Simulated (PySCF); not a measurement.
# CuNH3F (SMILES [NH3]->[Cu][F]): r2SCAN/def2-SVPD

What is the vertical ionisation energy of CuNH3F at r2SCAN/def2-SVPD? Input form: a Python script.

The calculation is run with PySCF 2.14.0.

## 1. The structure to begin with

CuNH3F has 6 atoms, charge 0, and is taken as a singlet. SMILES: `[NH3]->[Cu][F]`. Geometry: a GFN2-xTB relaxation, a rough one for these elements and not checked as a minimum.

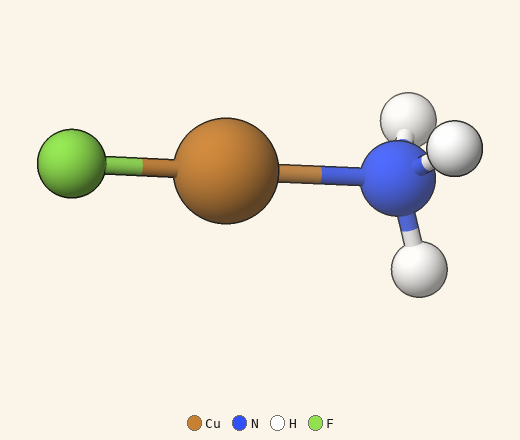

Viewed from a chosen angle; copper orange, nitrogen blue, hydrogen white, fluorine green.

## 2. The energy at r2SCAN/def2-SVPD

Contents of mol.xyz:

```xyz
6

Cu    -0.013280     0.006460    -1.144820
N      0.001200    -0.001310     0.749820
H     -0.406220     0.864570     1.090040
H      0.964500    -0.078860     1.063600
H     -0.539400    -0.794880     1.082210
F     -0.006800     0.004020    -2.840840
```

Contents of calc.py:

```python
from pyscf import gto, dft

mol = gto.M(
    atom='mol.xyz',
    max_memory=1860,
    verbose=3,
    basis='def2-svpd',
)

myscf = dft.RKS(mol)
myscf.xc = 'r2scan'
myscf.grids.level = 4
myscf.conv_tol = 1e-10
myscf.kernel()
if not myscf.converged:
    myscf = myscf.newton().run(myscf.mo_coeff, myscf.mo_occ)

e_final = myscf.e_tot
print('Final energy', e_final)
```

The run is started by

```
$ OMP_NUM_THREADS=1 python calc.py
```

What it wrote:

```text
converged SCF energy = -1796.55873466974
Final energy -1796.5587346697414
```

It took 43 s on 1 thread of Arm Neoverse V1, shared host; peak memory 0.53 GiB.

## 3. The doublet cation at the same level

Changes to mol.xyz since step 2:

```diff
@@ -1,3 +1,3 @@
 6
-
+CuFH3N
 Cu    -0.013280     0.006460    -1.144820
```

Contents of job.py:

```python
from pyscf import gto, dft

system = gto.M(
    atom='mol.xyz',
    max_memory=1860,
    basis='def2-svpd',
    spin=1,
    charge=1,
    verbose=3,
)

mf = dft.UKS(system)
mf.xc = 'r2scan'
mf.conv_tol = 1e-10
mf.grids.level = 4
mf.kernel()
if not mf.converged:
    mf = mf.newton().run(mf.mo_coeff, mf.mo_occ)

e_tot = mf.e_tot
print('E = %.10f Eh' % e_tot)
```

The run is started by

```
$ OMP_NUM_THREADS=1 python job.py
```

What it wrote:

```text
WARN: HOMO -0.0595692219073472 >= LUMO -0.0595692219073476

WARN: HOMO -0.5214322857645 >= LUMO -0.520955791491505

converged SCF energy = -1796.23367511253  <S^2> = 0.75132986  2S+1 = 2.0013294
E = -1796.2336751125 Eh
```

Run time: 1.8 min. Hardware: 1 thread of Arm Neoverse V1, shared host; peak memory 0.56 GiB.

## 4. What came out

At r2SCAN/def2-SVPD:

| quantity | value |
| --- | --- |
| singlet CuNH3F: total energy | -1796.55873 Eh |
| singlet CuNH3F: dipole moment | 7.95 D |
| singlet CuNH3F: HOMO energy | -4.96 eV |
| singlet CuNH3F: LUMO energy | -0.98 eV |
| singlet CuNH3F: HOMO–LUMO gap | 3.97 eV |
| doublet cation: total energy | -1796.23368 Eh |
| doublet cation: HOMO energy (highest over α and β) | -13.83 eV |
| doublet cation: LUMO energy (lowest over α and β) | -12.97 eV |
| doublet cation: ⟨S²⟩ | 0.751 |
| vertical ionisation energy (to the doublet cation) | 8.845 eV |

In words: The vertical ionisation energy comes to 8.85 eV (853 kJ/mol). The negative HOMO energy of the first species, 4.96 eV, lies 3.89 eV below that difference. Mulliken charges (singlet CuNH3F) run from -0.73 on F6 to +0.55 on Cu1; in a basis this large or diffuse they mean little.
